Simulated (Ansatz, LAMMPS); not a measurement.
## Relaxing amorphous Hg30Se17S13 (60 atoms)

Aim: bring amorphous Hg30Se17S13 (60 atoms) to a nearby minimum of the energy and see what moves.

Main program and level: Ansatz 0.2.0; Kohn-Sham DFT, RPBE, PAW (set soft_2), plane waves.

## Step 1: Starting point

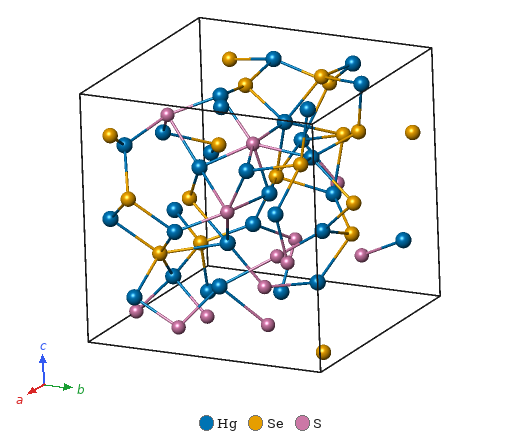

The cell as given, slightly off an axis (mercury blue, selenium orange, sulfur pink). Bonds to atoms that aren't drawn are left out. Some periodic images of atoms are drawn too.

The cell holds 60 atoms: 30 Hg, 17 Se and 13 S. Cell: a = 11.949 Å, b = 11.949 Å, c = 11.949 Å, α = 90.0°, β = 90.0°, γ = 90.0°. 60 atoms (30 Hg, 17 Se, 13 S) placed at random at 7.57 g/cm³, melted at 2500 K for 10 ps at fixed volume with the Stillinger-Weber II-VI potential (Zhou et al., Phys. Rev. B 88, 085309 (2013)). Quenched from 2500 K to 300 K at 200 K/ps and fixed volume, held 5 ps.

Limits known from the start: The quench rate of 200 K/ps far exceeds what a furnace or splat quench reaches, so expect more defects and frozen-in strain than in a real sample. The starting topology of bonds comes from the classical model. Only the Γ point is sampled, in a cell whose shortest periodic width is 12 Å. No spin–orbit coupling is included, so levels derived from the heavy atoms are approximate.

## Step 2: Making the structure

A classical potential makes the cell, at a small fraction of what the same run would cost in DFT.

This step: classical MD, Stillinger-Weber II-VI potential (Zhou et al., Phys. Rev. B 88, 085309 (2013)) (LAMMPS 22 Jul 2025 - Update 4).

Input file in.lmp:

```
# melt-quench of Hg30Se17S13
units metal
atom_style atomic
boundary p p p
region box block 0 11.9488 0 11.9488 0 11.9488
create_box 3 box
mass 1 200.5920   # Hg
mass 2 78.9710   # Se
mass 3 32.0600   # S
create_atoms 1 random 30 7802 NULL overlap 2.2 maxtry 2000
create_atoms 2 random 17 7809 NULL overlap 2.2 maxtry 2000
create_atoms 3 random 13 7816 NULL overlap 2.2 maxtry 2000
pair_style sw
pair_coeff * * CdTeZnSeHgS0.sw Hg Se S
neigh_modify delay 0 every 1 check yes
thermo_style custom step time temp pe press density
thermo_modify norm yes
timestep 0.001
thermo 100
min_style cg
minimize 1e-4 1e-4 200 2000
reset_timestep 0
velocity all create 2500 7803 mom yes dist gaussian
fix lim all nve/limit 0.05
fix lan all langevin 2500 2500 0.1 7804 zero yes
thermo 500
run 1000 post no
unfix lim
unfix lan
thermo 1666
fix md all nvt temp 2500 2500 0.1
run 10000 post no
unfix md
thermo 1100
fix md all nvt temp 2500 300 0.1
run 11000 post no
unfix md
thermo 2500
fix md all nvt temp 300 300 0.1
run 5000 post no
unfix md
write_dump all custom glass.dump id type xs ys zs modify sort id
```

On the command line:

```console
$ lmp -in in.lmp -log none -nocite
```

Numbers of over 12 decimals in the logs are rounded to 6 here.

Log:

```text
LAMMPS (22 Jul 2025 - Update 4)
Created orthogonal box = (0 0 0) to (11.9488 11.9488 11.9488)
Created 30 atoms
Created 17 atoms
Created 13 atoms
   Step          Time           Temp          PotEng         Press         Density
         0   0              0              0.40656163     315591.18      7.5699133
        83   0.083          0             -1.4942199      574.67584      7.5699133
Loop time of 0.127421 s on 1 MPI rank(s) for 83 steps with 60 atoms
Minimization stats:
  Stopping criterion = energy tolerance
  Energy initial, next-to-last, final =
     0.406561630286445  -1.49407773208357  -1.49421990500053
[... 15 lines left out ...]
[... 1 line left out ...]
Loop time of 1.41063 s on 1 MPI rank(s) for 10000 steps with 60 atoms
   Step          Time           Temp          PotEng         Press         Density
[... 11 lines left out ...]
Loop time of 1.29475 s on 1 MPI rank(s) for 11000 steps with 60 atoms
   Step          Time           Temp          PotEng         Press         Density
     22000   22             298.1023      -1.5557255     -5515.9395      7.5699133
     22500   22.5           294.54751     -1.5649109     -6527.9772      7.5699133
     25000   25             277.21267     -1.5680136     -25.034222      7.5699133
     27000   27             273.22418     -1.5664366      4111.2117      7.5699133
Loop time of 0.517098 s on 1 MPI rank(s) for 5000 steps with 60 atoms
```

The job ended after 4 s (1 thread of Intel Xeon at 2.80GHz (Skylake/Cascade Lake), shared host; peak memory 0.34 GiB).

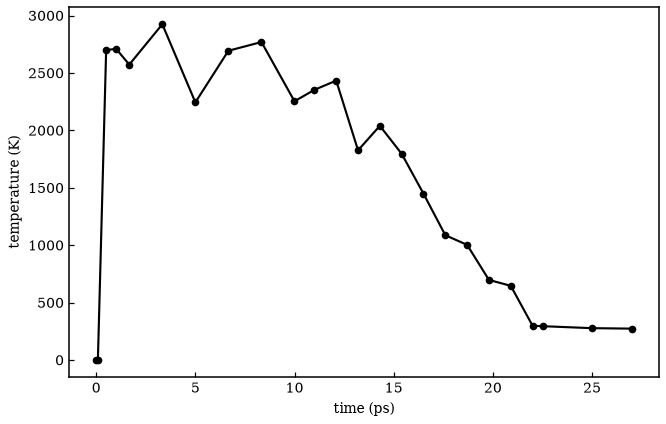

Temperature against time.

## Step 3: Single point at the start

The forces at the start show how far the geometry lies from a minimum of this functional.

Input file input.yaml:

```yaml
crystal:
  lattice:
    - [11.9488, 0.0, 0.0]
    - [0.0, 11.9488, 0.0]
    - [0.0, 0.0, 11.9488]
  atoms:
    - { symbol: Hg, position: [0.35365, 0.54085, 0.75434] }
    - { symbol: Hg, position: [0.86948, 0.50681, 0.24636] }
    - { symbol: Hg, position: [0.05434, 0.87798, 0.22699] }
    - { symbol: Hg, position: [0.22156, 0.6706, 0.43929] }
    - { symbol: Hg, position: [0.32148, 0.37188, 0.31264] }
    - { symbol: Hg, position: [0.81459, 0.51102, 0.95207] }
    - { symbol: Hg, position: [0.46301, 0.07043, 0.68824] }
    - { symbol: Hg, position: [0.7914, 0.07567, 0.73795] }
    - { symbol: Hg, position: [0.43249, 0.91926, 0.97816] }
    - { symbol: Hg, position: [0.05245, 0.34261, 0.89116] }
    - { symbol: Hg, position: [0.5981, 0.16486, 0.16196] }
    - { symbol: Hg, position: [0.31329, 0.1632, 0.01304] }
    - { symbol: Hg, position: [0.26625, 0.00582, 0.30773] }
    - { symbol: Hg, position: [0.52509, 0.55401, 0.52048] }
    - { symbol: Hg, position: [0.77155, 0.8623, 0.97295] }
    - { symbol: Hg, position: [0.94232, 0.17582, 0.18415] }
    - { symbol: Hg, position: [0.09515, 0.70741, 0.93022] }
    - { symbol: Hg, position: [0.5699, 0.76493, 0.70482] }
    - { symbol: Hg, position: [0.57604, 0.80469, 0.41582] }
    - { symbol: Hg, position: [0.98614, 0.82029, 0.6102] }
    - { symbol: Hg, position: [0.62951, 0.4217, 0.33667] }
    - { symbol: Hg, position: [0.07931, 0.4666, 0.5876] }
    - { symbol: Hg, position: [0.30167, 0.47307, 0.0456] }
    - { symbol: Hg, position: [0.65296, 0.32362, 0.6369] }
    - { symbol: Hg, position: [0.80325, 0.60575, 0.70295] }
    - { symbol: Hg, position: [0.83035, 0.02471, 0.44727] }
    - { symbol: Hg, position: [0.51963, 0.35406, 0.8886] }
    - { symbol: Hg, position: [0.15276, 0.1118, 0.51636] }
    - { symbol: Hg, position: [0.42786, 0.69854, 0.14995] }
    - { symbol: Hg, position: [0.8858, 0.33, 0.44907] }
    - { symbol: Se, position: [0.00215, 0.126, 0.84796] }
    - { symbol: Se, position: [0.79124, 0.83417, 0.75275] }
    - { symbol: Se, position: [0.76663, 0.19911, 0.31007] }
    - { symbol: Se, position: [0.31735, 0.47663, 0.51555] }
    - { symbol: Se, position: [0.13603, 0.97711, 0.69827] }
    - { symbol: Se, position: [0.30839, 0.68245, 0.94008] }
    - { symbol: Se, position: [0.63345, 0.97434, 0.56622] }
    - { symbol: Se, position: [0.00582, 0.55553, 0.80667] }
    - { symbol: Se, position: [0.27976, 0.33716, 0.8544] }
    - { symbol: Se, position: [0.36382, 0.81907, 0.34004] }
    - { symbol: Se, position: [0.18608, 0.70345, 0.67144] }
    - { symbol: Se, position: [0.31144, 0.22953, 0.6109] }
    - { symbol: Se, position: [0.94594, 0.16513, 0.5796] }
    - { symbol: Se, position: [0.94204, 0.98469, 0.06121] }
    - { symbol: Se, position: [0.54153, 0.21658, 0.46493] }
    - { symbol: Se, position: [0.3888, 0.87653, 0.76664] }
    - { symbol: Se, position: [0.39075, 0.17919, 0.23414] }
    - { symbol: S, position: [0.60414, 0.16671, 0.81423] }
    - { symbol: S, position: [0.5821, 0.52112, 0.73431] }
    - { symbol: S, position: [0.74208, 0.69254, 0.3508] }
    - { symbol: S, position: [0.77148, 0.49961, 0.51416] }
    - { symbol: S, position: [0.66471, 0.3414, 0.04142] }
    - { symbol: S, position: [0.58799, 0.5529, 0.16252] }
    - { symbol: S, position: [0.93406, 0.83814, 0.40198] }
    - { symbol: S, position: [0.03353, 0.68497, 0.13602] }
    - { symbol: S, position: [0.79388, 0.67095, 0.08765] }
    - { symbol: S, position: [0.14476, 0.4581, 0.20655] }
    - { symbol: S, position: [0.94691, 0.3647, 0.08757] }
    - { symbol: S, position: [0.01531, 0.58137, 0.40865] }
    - { symbol: S, position: [0.61876, 0.01137, 0.00812] }
kpoints:
  mp_grid: { grid: [1, 1, 1] }
hamiltonian:
  xc: rpbe
scf:
  occupations: { method: fermi_dirac, width: 0.05 }
output:
  forces: true
  stress: true
  populations: true
  dos:
    method: { smearing: { sigma: 0.08 } }
    de: 0.1
    projected: { site_lists: { Hg: [Hg], S: [S], Se: [Se] } }
  eigenvalues: true
```

On the command line:

```console
$ ansatz run input.yaml --threads 4 --pin off --max-ram 8192MiB --backend cpu --events-out ev --progress --plain --runs-dir out
```

Log:

```text
Engine: ansatz 0.2.0, aarch64-unknown-linux-gnu
Pseudopotentials: kind: paw
Pseudopotential: Hg, paw, valence charge 20, recommended cutoff 420 eV (normal), Hg.paw.azcp
Pseudopotential: Se, paw, valence charge 16, recommended cutoff 420 eV (normal), Se.paw.azcp
Pseudopotential: S, paw, valence charge 6, recommended cutoff 420 eV (normal), S.paw.azcp
Functional definition: RPBE
  parameter kappa = 0.804
  parameter beta = 0.066725
  exchange = rpbe_x(kappa = kappa, mu = beta*pi^2/3)
  correlation = pbe_c(beta = beta)
Crystal: 60 atoms, lattice volume = 1705.976 Å³
Basis set: ecut = 420 eV, 33371 PW (Γ), exchange–correlation on 160×160×160 points (8 copies of the dense FFT grid, shifted against one another)
Bands: 570, of which v1, the nominal top of the filled ones, is band 475 counted from 1 (474 counted from 0)
Symmetry: 1 space group operations
Space group: P1 (ITA 1), of the structure as read, at distance tolerance 1.2e-4 Å
k-points: 1
Non-local potential: Hg, projectors of the file, l = 0: 3, l = 1: 2, l = 2: 2, l = 3: 1
Non-local potential: Se, projectors of the file, l = 0: 2, l = 1: 2, l = 2: 3, l = 3: 1
Non-local potential: S, projectors of the file, l = 0: 2, l = 1: 2, l = 2: 2
PAW form: soft (Blöchl's): semilocal exchange-correlation on the pseudo side does not see the compensation charge
PAW frozen core: Hg, regenerated for the run's functional, and the local potential with it (the file was generated under x = pbe(κ = 0.804, μ = 0.219515), c = pbe(β = 0.066725))
PAW frozen core: Se, regenerated for the run's functional, and the local potential with it (the file was generated under x = pbe(κ = 0.804, μ = 0.219515), c = pbe(β = 0.066725))
PAW frozen core: S, regenerated for the run's functional, and the local potential with it (the file was generated under x = pbe(κ = 0.804, μ = 0.219515), c = pbe(β = 0.066725))
PAW one-centre angular grid: Hg, 590 points (default); XC on 64 Gauss nodes
PAW one-centre angular grid: Se, 590 points (default); XC on 64 Gauss nodes
PAW one-centre angular grid: S, 110 points (default); XC on 64 Gauss nodes
Initial density: superposition of atomic densities (neutral atoms: chi_scale 0, normalization atom), corrected by the library's trained network
Initial wavefunctions: pseudopotential atomic-orbital guess
Functional: x = rpbe, c = pbe(β = 0.066725)
SCF iter   1: F=—  HF=-519678.001868 eV  |F-HF|=—  |Δ(HF+E_count)|=         —  Δρ=4.99e-3  dr2=9.19e-1  ethr=1.77e-3  ⟨swp⟩=6.0  Hψ=2002  notcnv=0  defer=10
preconditioner: auto → LDOS  [metal: Δε(μ)=0.074 eV  Ē_g=10.042 eV  σ=0.050 eV  W_gap=0.36  n_scr=460 (ndim 8)  ℏωp=20.9 eV  f_vac=0.142  D(μ)=27.24/eV (n_scr^D=146)  β→1.0]
SCF iter   2: F=—  HF=-519677.964107 eV  |F-HF|=—  |Δ(HF+E_count)|=   3.78e-2  Δρ=3.28e-3  dr2=2.79e-1  ethr=9.68e-5  ⟨swp⟩=3.0  Hψ=936  notcnv=0  defer=73
SCF iter   3: F=—  HF=-519677.905150 eV  |F-HF|=—  |Δ(HF+E_count)|=   5.90e-2  Δρ=9.81e-4  dr2=4.12e-2  ethr=2.94e-5  ⟨swp⟩=2.0  Hψ=949  notcnv=0  defer=73
SCF iter   4: F=—  HF=-519677.899455 eV  |F-HF|=—  |Δ(HF+E_count)|=   5.69e-3  Δρ=3.49e-4  dr2=5.38e-3  ethr=4.33e-6  ⟨swp⟩=2.0  Hψ=738  notcnv=0  defer=73
SCF iter   5: F=—  HF=-519677.899139 eV  |F-HF|=—  |Δ(HF+E_count)|=   3.16e-4  Δρ=1.67e-4  dr2=1.31e-3  ethr=5.66e-7  ⟨swp⟩=2.0  Hψ=736  notcnv=0  defer=73
SCF iter   6: F=—  HF=-519677.898990 eV  |F-HF|=—  |Δ(HF+E_count)|=   1.49e-4  Δρ=9.29e-5  dr2=3.95e-4  ethr=1.38e-7  ⟨swp⟩=2.0  Hψ=722  notcnv=0  defer=73
SCF iter   7: F=—  HF=-519677.898946 eV  |F-HF|=—  |Δ(HF+E_count)|=   4.35e-5  Δρ=4.70e-5  dr2=9.88e-5  ethr=4.16e-8  ⟨swp⟩=2.0  Hψ=691  notcnv=0  defer=73
SCF iter   8: F=—  HF=-519677.897964 eV  |F-HF|=—  |Δ(HF+E_count)|=   9.82e-4  Δρ=2.07e-5  dr2=1.69e-5  ethr=1.04e-8  ⟨swp⟩=2.0  Hψ=678  notcnv=0  defer=73
SCF iter   9: F=—  HF=-519677.897964 eV  |F-HF|=—  |Δ(HF+E_count)|=   3.36e-7  Δρ=8.23e-6  dr2=2.84e-6  ethr=1.78e-9  ⟨swp⟩=2.0  Hψ=751  notcnv=0  defer=73
SCF iter  10: F=—  HF=-519677.897964 eV  |F-HF|=—  |Δ(HF+E_count)|=   1.14e-7  Δρ=3.58e-6  dr2=5.16e-7  ethr=2.99e-10  ⟨swp⟩=2.0  Hψ=740  notcnv=0  defer=73
SCF iter  11: F=—  HF=-519677.897964 eV  |F-HF|=—  |Δ(HF+E_count)|=   3.38e-8  Δρ=1.84e-6  dr2=1.36e-7  ethr=5.43e-11  ⟨swp⟩=2.0  Hψ=752  notcnv=0  defer=73
SCF iter  12: F=-519677.897964 eV  HF=-519677.897964 eV  |F-HF|=2.72e-8  |Δ(HF+E_count)|=   2.91e-9  Δρ=8.95e-7  dr2=3.52e-8  ethr=1.05e-11  ⟨swp⟩=9.0  Hψ=2445  notcnv=0
SCF 1 converged in 12 iterations: F = -519677.897964 eV  dr2 = 3.52e-8
  greatest PAW one-centre occupation: 1.000 electrons in one spin orbital (limit 2), on the Hg atom at site 12 (counted from 0), in its partial waves of l = 0
SCF converged after 12 iterations
Free energy (F): -519677.897964 eV
Harris-Foulkes:  -519677.897964 eV  (|F-HF|=2.72e-8)
Internal energy: -519677.649718 eV  (E = F + TS)
E sigma→0 (E₀):  -519677.773841 eV
Entropy (-TS):   -0.248246 eV (-4.137 meV/atom)
Fermi energy:    8.169664 eV
--- Per-component energies (eV) ---
  E_band       = -21786.856342
  E_kinetic    = 21446.819610
  E_local      = -154828.271235  (includes V_loc(G=0)·N_el)
  E_nonlocal   = -7602.828270
  E_hartree    = 69673.372254
  E_xc         = -9621.005906
  E_vxc        = -10611.369036  (∫ρ·V_xc dr)
  E_paw        = -339203.493553  (= ΣΔE_a)
  E_vpaw       = -9537.965803  (= ΣTr[D̂ρ^β])
  E_aug_tail   = 0.018619  (compensation charges beyond the density's cutoff)
  E_ewald      = -99535.395859
  E_core_change = -6.865377  (= ΣΔE_core)
  E_smearing   = -0.248246  (= −TS)
  E_closure    = -0.000000  (closes the sum)
  Σ components = -519677.897964   (vs F -519677.897964, Δ=0.00e0)
--- Forces (eV/Å), atoms counted from 1 ---
  atom   1  Hg    -0.41781100     0.08647326    -0.10450142
  atom   2  Hg     0.40940176     0.21714907     0.10212026
  atom   3  Hg     0.15430887     0.19013658    -0.01424929
  atom   4  Hg    -0.39217200     0.12276895    -0.18570343
  atom   5  Hg    -0.62217300     0.31555627    -0.05277109
  atom   6  Hg     0.05103936    -0.34480257    -0.06116613
  atom   7  Hg    -0.72041009     0.23705032    -0.13106682
  atom   8  Hg     0.07752878     0.15121932     0.60596842
  atom   9  Hg     0.10228537     0.07081817     0.06943265
  atom  10  Hg    -0.37595739    -0.24762607    -0.08063322
  atom  11  Hg     0.38489885    -0.07987002    -0.39960128
  atom  12  Hg    -0.11381209    -0.38406539    -0.15409003
  atom  13  Hg    -1.25763769     0.76133205     0.24409569
  atom  14  Hg     0.28751302     0.44153536    -0.45658266
[...]
atom  59  S      0.36991056    -0.07899510    -0.16843718
  atom  60  S     -0.14232686    -0.21213716     0.42859830
  max |Σ_I F_I| component: 3.02e-5 eV/Å
--- Stress (GPa, compression-positive) ---
        1.824808      -0.135738       0.166155
       -0.135738       2.171961      -0.128224
        0.166155      -0.128224       2.626475
  P = ⅓ Tr σ = 2.2077 GPa (22.077 kbar)
--- Band table (eV) ---
  k-point 0: bands = ["-106.6710", "-106.6278", "-106.5803", "-106.5777", [... 554 levels ...], "14.7514", "14.8214", "14.8987", "14.9706", "15.0183", "15.0394", "15.0923", "15.1664", "15.2262", "15.2670", "15.3009", "15.3870"]
--- Löwdin populations: 60 sites ---
  site symbol       q [e]
     0     Hg     19.1441
     1     Hg     19.1284
     2     Hg     19.1046
[...]
59      S      6.7741
  spilling = 0.006277 (of n_electrons = 950.000000)
```

It took 37 s on 4 threads of Arm Neoverse V2, shared host; peak memory 2.7 GiB.

The column dr2 measures how far the density is from self-consistency, as an energy; F and HF (Harris–Foulkes) agree once it is small.

Numbers from this run:

* free energy: -519677.8980 eV
* free energy per atom: -8661.2983 eV/atom
* SCF cycles: 12
* pressure: 2.208 GPa
* r.m.s. force component: 0.4347 eV/Å
* longest force: 1.52 eV/Å
* Fermi energy: 8.17 eV
* levels partly filled by over 2 per cent: 6
* spilling of the projection: 0.006277

The r.m.s. force component of 0.43 eV/Å and the pressure of 2.2 GPa set the starting point.

Neighbours are counted within 3.35 Å (Hg-Se), 3.15 Å (Hg-S).

Length of the force by element and coordination:

| element | coordination | atoms | mean length of the force (eV/Å) | spread | least | most |
| --- | --- | --- | --- | --- | --- | --- |
| Hg | all | 30 | 0.573 | 0.286 | 0.142 | 1.49 |
| Hg | 2 | 2 | 0.960 | 0.530 | 0.429 | 1.49 |
| Hg | 3 | 10 | 0.578 | 0.272 | 0.142 | 0.946 |
| Hg | 4 | 15 | 0.510 | 0.221 | 0.174 | 1.01 |
| Hg | 5 | 3 | 0.613 | 0.135 | 0.439 | 0.770 |
| S | all | 13 | 0.679 | 0.328 | 0.296 | 1.45 |
| S | 2 | 4 | 0.759 | 0.429 | 0.308 | 1.45 |
| S | 3 | 5 | 0.585 | 0.264 | 0.296 | 1.06 |
| S | 4 | 2 | 0.656 | 0.329 | 0.327 | 0.986 |
| S | 5 | 1 | 0.827 | 0 | 0.827 | 0.827 |
| S | 6 | 1 | 0.733 | 0 | 0.733 | 0.733 |
| Se | all | 17 | 0.833 | 0.385 | 0.0621 | 1.52 |
| Se | 2 | 3 | 0.865 | 0.173 | 0.731 | 1.11 |
| Se | 3 | 3 | 0.753 | 0.287 | 0.460 | 1.14 |
| Se | 4 | 3 | 0.729 | 0.512 | 0.0621 | 1.31 |
| Se | 5 | 8 | 0.889 | 0.406 | 0.288 | 1.52 |

[end of part 1 of 3]

[Logs are printed without paths, hosts, clocks, repeated set-up lines and the standing remarks that a program may print on its own settings, such as how far it seeks lower states.]

[Hosts, paths, dates, database ids (printed as entryN), source tags and the programs' standing remarks are cut or masked in the printed files.]
